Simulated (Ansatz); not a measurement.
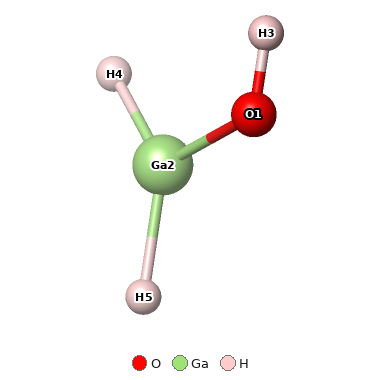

The system is GaH₃O (SMILES [OH][GaH2]) with the probe Cu+; the picture shows it without the atoms that are moved over the map. The probe is moved over the molecule's main plane. Coordinates scanned: (1) x of the probe's Cu atom; (2) y of the probe's Cu atom. Nothing is relaxed (molecule and probe rigid). The scan uses a 15 × 15 grid. At 45 points there is no value (left out of the scan, as a rule where atoms come close). Energies: kcal/mol, counted from molecule and probe far apart, each relaxed in its own basis (no counterpoise correction). Energies and slopes of some neighbouring points disagree (a jump in structure or state, or too coarse a mesh). All numbers below come from RKS PBE0-D4/def2-TZVP in Ansatz 0.2.0.

Range: x of the probe's Cu atom from −4.97 to 4.97 Å; y of the probe's Cu atom from −4.97 to 4.97 Å.

Q: What will the energy surface look like?

A: The lowest grid point is at x of the probe's Cu atom = −2.13 Å, y of the probe's Cu atom = 2.13 Å [nearest 1 O at 1.82 Å], −47.7 kcal/mol from molecule and probe far apart, each relaxed in its own basis (no counterpoise correction). The highest grid point, x of the probe's Cu atom = −2.13 Å, y of the probe's Cu atom = −1.42 Å [nearest 1 H at 1.41 Å], lies 57.6 kcal/mol above the lowest.

```csv
"y of the probe's Cu atom ↓, x of the probe's Cu atom →",−4.97,−4.26,−3.55,−2.84,−2.13,−1.42,−0.71,0.00,0.71,1.42,2.13,2.84,3.55,4.26,4.97
4.97,−3.3,−4.4,−5.5,−6.8,−7.8,−8.3,−8.2,−7.7,−7.1,−6.4,−5.5,−4.5,−3.4,−2.5,−1.8
4.26,−4.0,−5.6,−7.7,−10.1,−12.3,−13.4,−13.1,−12.2,−11.5,−10.8,−9.4,−7.4,−5.2,−3.5,−2.3
3.55,−4.7,−7.2,−11.0,−16.1,−21.2,−23.8,−22.8,−20.8,−20.5,−20.4,−18.1,−13.6,−8.8,−5.2,−3.0
2.84,−5.2,−9.0,−15.7,−26.2,−37.8,−43.4,−40.3,−35.4,−35.3,−35.8,−32.9,−24.9,−15.0,−7.9,−4.0
2.13,−5.4,−10.4,−20.8,−38.1,−47.7,–,–,−35.3,−29.1,–,–,−33.9,−22.9,−11.1,−5.0
1.42,−4.7,−10.2,−22.3,−33.9,–,–,–,–,–,–,–,–,−28.2,−13.3,−5.5
0.71,−3.1,−7.5,−16.0,–,–,–,–,–,–,–,–,–,−28.0,−12.9,−5.1
0.00,−1.0,−3.3,−5.6,–,–,–,–,–,–,–,–,−28.9,−22.4,−9.9,−3.9
−0.71,0.8,0.1,−0.4,–,–,–,–,–,–,–,–,−26.9,−15.6,−6.6,−2.5
−1.42,1.9,2.1,1.6,2.8,9.9,2.7,–,–,–,–,−17.2,−25.0,−11.7,−4.5,−1.6
−2.13,2.3,2.8,2.7,0.9,−4.9,−18.2,−27.9,–,–,–,−32.3,−22.2,−9.5,−3.5,−1.1
−2.84,2.3,2.7,2.7,1.4,−3.0,−13.0,−27.4,−29.8,–,−30.6,−29.4,−16.1,−6.9,−2.5,−0.7
−3.55,2.1,2.4,2.3,1.4,−1.3,−7.0,−15.6,−24.0,−27.4,−24.7,−17.2,−9.5,−4.3,−1.6,−0.3
−4.26,1.8,2.0,1.9,1.4,−0.1,−2.9,−6.8,−10.6,−12.4,−11.3,−8.0,−4.6,−2.2,−0.7,0.0
−4.97,1.6,1.7,1.6,1.3,0.6,−0.7,−2.3,−3.9,−4.7,−4.3,−3.2,−1.9,−0.9,−0.2,0.2
```

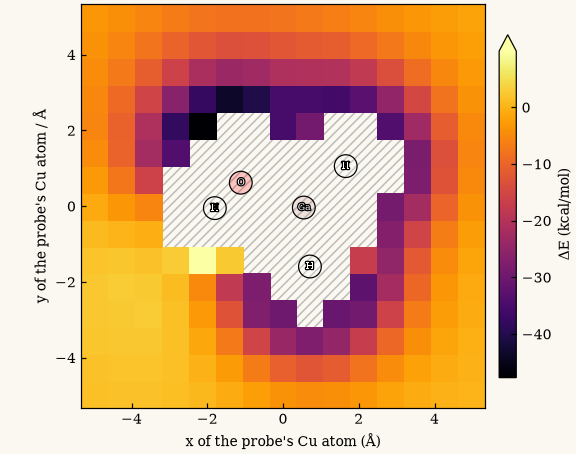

The picture shows one coloured cell a grid point, labelled circles for the molecule's atoms, projected on the plane, one colour for all values above the top of the scale, hatched blanks where no value was computed.

Time for the 180 points that were run: 41 min on 1 thread of Arm Neoverse N1, with other jobs on the host.
